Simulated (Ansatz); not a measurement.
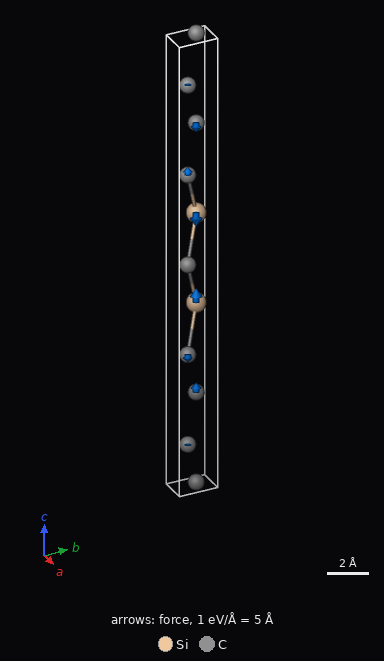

Starting geometry of crystalline SiC$_{4}$ (a generated structure, set up in P-6m2) (coarse preliminary run) with the computed forces as blue arrows. Style: ball-and-stick. Shown: the cell of the calculation, slightly off an axis.

Theory: DFT PBE, scalar-relativistic, plane waves, PAW in Ansatz 0.2.0. (plane-wave cutoff 420 eV; k-point mesh 6 × 6 × 1; occupations gaussian; smearing width 0.1 eV; no spin polarisation; cell and atoms relaxed; force threshold 0.04 eV/Å; at most 70 steps)

**What follows when this structure is relaxed?**

It isn't relaxed: the largest force vector, on Si atoms, is 0.14 eV/Å. The final displacements follow the starting forces only in part (cosine between the two patterns 0.77). The largest moves relative to the cell, 1.51 Å, are those of C atoms. Largest moves by element: C 1.51 Å, Si 0.95 Å. The volume changes by −6.5 %, with a = b 2.605 → 2.552 Å (−2.0 %), c 22.611 → 22.032 Å (−2.6 %). Near-neighbour distances that change, for instance: C–C 4.522 → 1.623 Å, C–Si 2.716 → 4.892 Å, Si–Si 4.522 → 2.508 Å, C–C 2.716 → 1.473 Å. New bonds form: C–C (2.72 → 1.47 Å), C–C (2.72 → 1.68 Å), C–C (4.52 → 1.62 Å). The space group stays P-6m2 (No. 187). Over 24 accepted moves (25 points after the start) the energy falls by 31.406 eV per cell of the calculation. Largest force component: 0.14 eV/Å at the start, 0.039 eV/Å at the end. The pressure goes from −24.08 to −0.08 GPa. The SCF was repeated once at an unchanged geometry on a basis and grid sized afresh for the cell, which shifted the energy by 14.5 meV per cell of the calculation at most.

Limits of the set-up: the k-point mesh is coarse for a cell with partly filled bands.
